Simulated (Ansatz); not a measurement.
A series of calculations on CH7B

Part 1: Relaxation

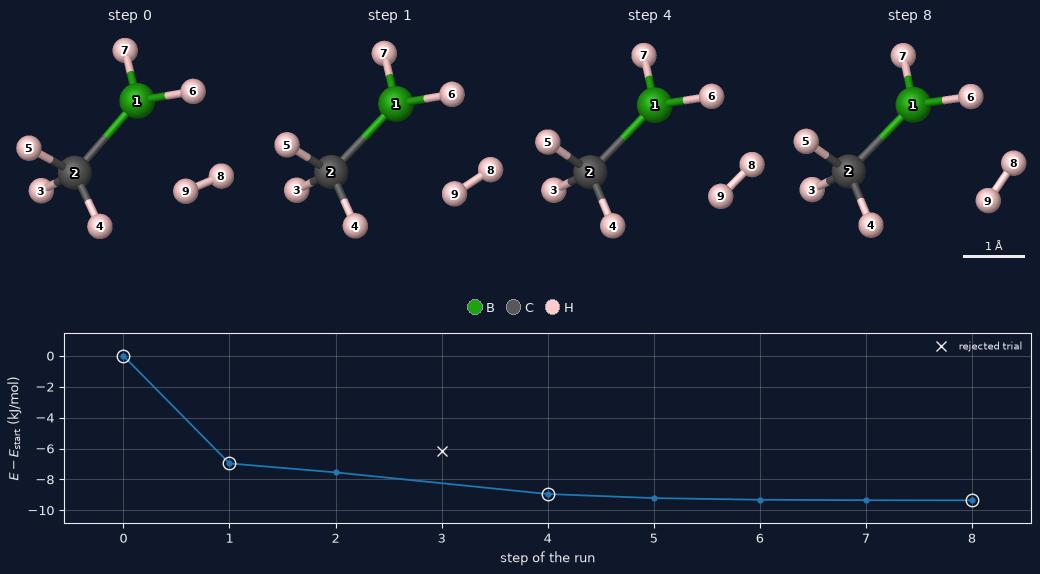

Frames of a relaxation of CH$_{7}$B, marked on the history of the run. Style: ball-and-stick. Shown at a tilt.

The run prepares an end point of a later path (reaction) calculation, from a guessed geometry.

Level of theory: Ansatz 0.2.0, RKS r2SCAN-D4/def2-TZVP. Settings: no spin polarisation; force threshold 0.03 eV/Å; at most 50 steps.

Describe the path.

After 7 accepted moves (8 points after the start) the energy has fallen by 9.35 kJ/mol. Largest force component: 1.3 eV/Å at the start, 0.01 eV/Å at the end. The line search rejected the trial step at point 3 of the run. H9 moves most after the best rigid fit: 0.51 Å. Largest moves by element: H 0.51 Å, C 0.13 Å, B 0.09 Å. Among the contacts that change: H8–H9 0.712 → 0.746 Å, B1–C2 1.581 → 1.552 Å. From step 0 to 1: H atoms move most (0.19 Å), energy −6.96 kJ/mol. From step 1 to 4: H9 moves most (0.14 Å), energy −1.98 kJ/mol. From step 4 to 8: H9 moves most (0.18 Å), energy −0.41 kJ/mol.

Part 2: Relaxation

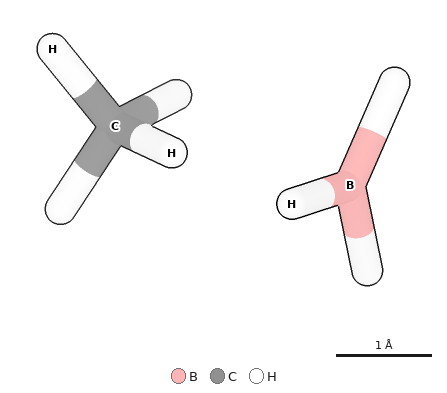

This is the input geometry for a relaxation of CH$_{7}$B. Style: stick. Shown at a tilt.

The run prepares an end point of a later path (reaction) calculation, from a guessed geometry.

Method: RKS r2SCAN-D4/def2-TZVP in Ansatz 0.2.0.

Input
```yaml
crystal:
  periodic: [false, false, false]
  atoms:
    - { symbol: B, position_ang: [-0.061086, -0.401489, -0.475559] }
    - { symbol: C, position_ang: [-0.021164, -0.175117, 2.309605] }
    - { symbol: H, position_ang: [-1.006136, -0.234573, 2.768203] }
    - { symbol: H, position_ang: [0.740321, -0.58063, 2.973736] }
    - { symbol: H, position_ang: [0.214991, 0.857446, 2.062782] }
    - { symbol: H, position_ang: [1.005813, 0.110237, -0.626562] }
    - { symbol: H, position_ang: [-1.063833, 0.240296, -0.560457] }
    - { symbol: H, position_ang: [-0.128432, -1.577035, -0.301254] }
    - { symbol: H, position_ang: [-0.030774, -0.811135, 1.402405] }
basis:
  gaussian: { orbitals: def2-TZVP }
hamiltonian:
  xc: r2scan
  dispersion: d4
relax:
  f_tol: 0.03
  max_steps: 50
output:
  orbitals: {}
```

Command:
```bash
ansatz run input.yaml --threads 4 --pin off --max-ram 5120MiB --backend cpu --events-out ev --progress --plain --runs-dir out
```

Predict the outcome.

After 5 accepted moves (6 points after the start) the energy has fallen by 0.044 eV. The largest force component goes from 0.3 to 0.019 eV/Å. The line search rejected the trial step at point 5 of the run. The atom that moves furthest after the best rigid fit is H8 (0.21 Å). Largest moves by element: H 0.21 Å, B 0.05 Å, C 0.03 Å. Some distances before and after: C2–H9 1.108 → 1.100 Å. The run took 11 s on 4 threads of AMD EPYC 7R43 64-Core Processor (Zen 3), with other jobs on the host, peak memory 0.18 GiB.

The structure at the end:

```xyz
9

B    -0.0603   -0.4012   -0.4259
C    -0.0217   -0.1784    2.2804
H    -1.0016   -0.1825    2.7534
H     0.7479   -0.4832    2.9882
H     0.2024    0.8131    1.8957
H     1.0086    0.1220   -0.4875
H    -1.0523    0.2584   -0.4200
H    -0.1416   -1.5892   -0.5092
H    -0.0318   -0.9311    1.4779
```

The end point in the same view:

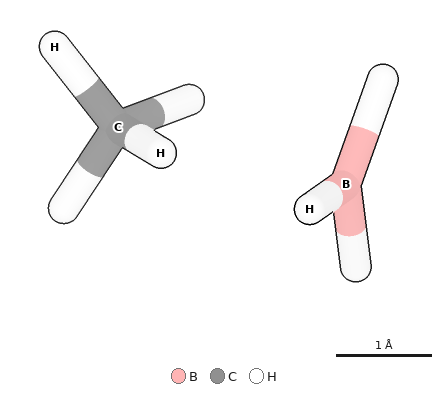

Part 3: Path

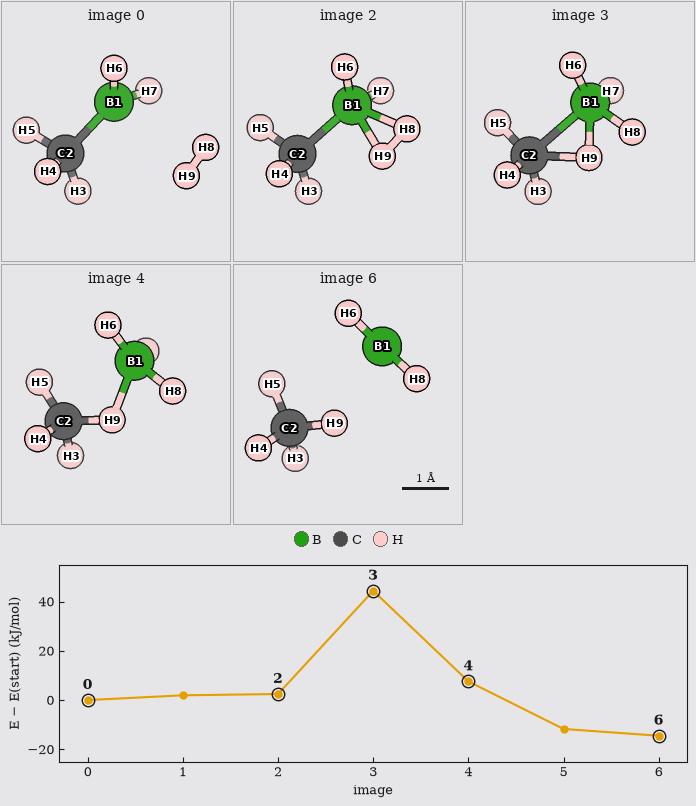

A search for the minimum-energy path of CH₇B, made up at the start of CH₅B and H2 by the nudged elastic band. Images are numbered from 0 (start) to 6 (end). The picture is a ball-and-stick view, seen at a tilt.

These are results of RKS r2SCAN-D4/def2-TZVP in Ansatz 0.2.0, not measurements. Set-up: 5 movable images; climbing image; force threshold 0.05 eV/Å; iteration limit 60; starting path through a guess of the saddle point.

### Read off the barrier and say what moves.

Breaking: B1–C2 (1.55 → 1.78 at the top → 2.72 Å), H8–H9 (0.75 → 1.12 at the top → 2.10 Å). Forming: B1–H8 (2.48 → 1.27 at the top → 1.19 Å), C2–H9 (2.95 → 1.44 at the top → 1.10 Å). The energy climbs by 44.4 kJ/mol to image 3 and then falls by 58.8 kJ/mol, so the end point sits at −14.5 kJ/mol. The band converged in 11 iterations. The largest component of the band force went from 3.7 to 0.027 eV/Å. The climbing image converged on the top of the path. Its vibrational analysis gives one imaginary mode (1014i cm⁻¹), as a transition state must have.

Limits of the set-up: the start holds two separate molecules, 2.5 Å apart at their closest, whose relative position is a soft coordinate.
